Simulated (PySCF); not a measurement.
```xyz
8

N    -0.6241   -1.3776   -0.6431
O     2.0330   -0.7527   -1.3128
Sn    0.5524   -0.9767   -2.7506
H    -0.9502   -2.3216   -0.4329
H     0.2705   -1.2072   -0.1627
H    -1.3181   -0.7059   -0.3136
H     0.7383   -2.7831   -2.8444
H     2.5635   -1.5568   -1.2274
```

Geometry: B3LYP-D3(BJ)/def2-SVP; core potentials replace the inner electrons of Sn.

All numbers below come from Gaussian-basis quantum chemistry of an isolated molecule with PySCF, energy and nuclear gradient, functional PBE0 (PySCF 2.14.0).

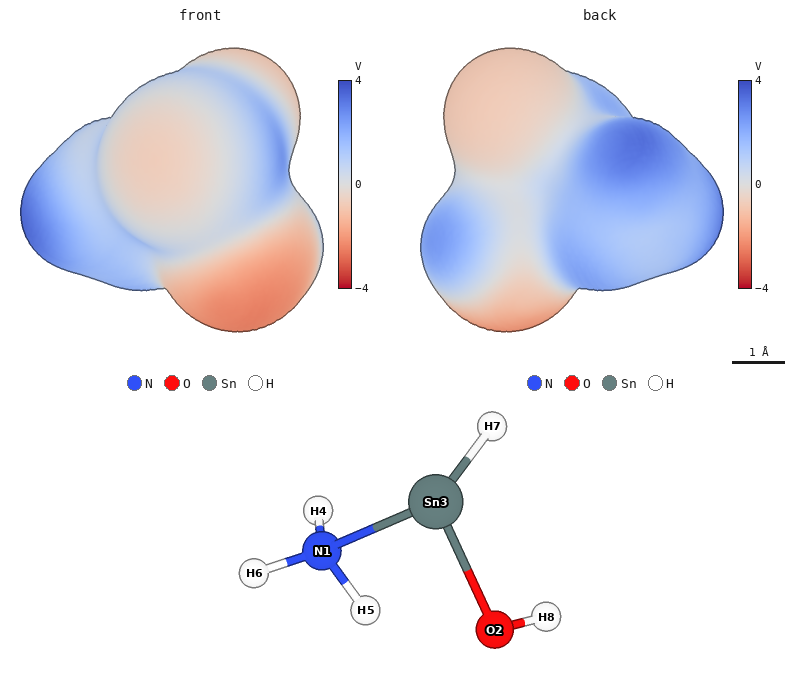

H5NOSn (SMILES [NH3+][SnH-][OH]). The molecular electrostatic potential painted on the density surface at 0.004 e/bohr³, seen from the front and from behind; the colour scale runs from red (negative) to blue (positive). The bare structure is drawn below in the same view.

Which sites attract a positive test charge, and which a negative one?

A positive charge is drawn to the negative regions and a negative charge to the positive ones. The most negative region (about −2.4 V, or −55 kcal/mol for a unit charge) lies over O2, the most positive (about +3.3 V, or +76 kcal/mol for a unit charge) over H4 and H6. O2 is the likeliest acceptor of a hydrogen bond.

How polar is the molecule by this calculation?

Its dipole moment is 3.64 D.
